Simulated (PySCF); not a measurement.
BClH6NP, SMILES `[NH3+][BH-](P)Cl`.

PySCF calculation, B3LYP/6-31G*, gas phase; geometry: GFN2-xTB. No frequency check shows the geometry to be a minimum. GFN2-xTB bond lengths at metals and heavier atoms can be off by up to 0.1 Å and shapes distorted, which carries into these values.

Cartesian coordinates (Å):

```
N1       0.3285    1.7185   -0.1329
B2       0.0592    0.2626    0.5672
P3      -1.6510   -0.3897   -0.1863
Cl4      1.4675   -0.7294   -0.0703
H5       1.2433    2.0626    0.1545
H6       0.3410    1.5655   -1.1413
H7      -0.3973    2.3921    0.1042
H8       0.1056    0.3929    1.7413
H9      -1.6080   -1.6323    0.4113
H10     -2.4631    0.1211    0.8142
```

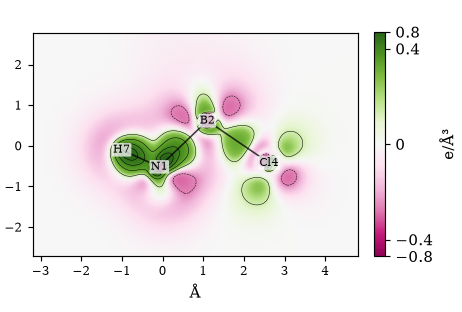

Deformation density (molecule less spherical, spin-averaged free atoms) in the plane of N1, B2, Cl4 and H7; colour scale in e/Å³, logarithmic beyond ±0.1; green: gain, pink: loss.

How much density has each bond in this plane gained at its critical point, relative to the free atoms?

Answer. N1–H7: +0.73 e/Å³ at the bond critical point (bond length 1.02 Å, Mayer order 0.8). B2–Cl4: +0.08 e/Å³ at the bond critical point (bond length 1.84 Å, Mayer order 1.0). N1–B2: 0.00 e/Å³ at the bond critical point (bond length 1.64 Å, Mayer order 0.6); up to 0.6 Å beside the axis the gain reaches +0.45 e/Å³. In all, 2.0 electrons gather in the regions of gain relative to the promolecule. A small or negative value marks a very polar bond, one between electron-rich atoms, whose free-atom densities already overlap strongly, a long bond to a heavier atom, or a closed-shell contact such as a hydrogen bond.

Where do the Hirshfeld charges lie?

Answer. The highest Hirshfeld charge is on H7 (+0.17 e), the lowest on Cl4 (−0.22 e).

```json
{"atom": "N1", "charge (e)": "−0.05"}
{"atom": "B2", "charge (e)": "+0.01"}
{"atom": "P3", "charge (e)": "−0.09"}
{"atom": "Cl4", "charge (e)": "−0.22"}
{"atom": "H5", "charge (e)": "+0.16"}
{"atom": "H6", "charge (e)": "+0.16"}
{"atom": "H7", "charge (e)": "+0.17"}
{"atom": "H8", "charge (e)": "−0.09"}
{"atom": "H9", "charge (e)": "−0.01"}
{"atom": "H10", "charge (e)": "−0.03"}
```

The PySCF run took 7.7 s on 1 thread of Arm Neoverse V2, on a shared host, peak memory 0.36 GiB.
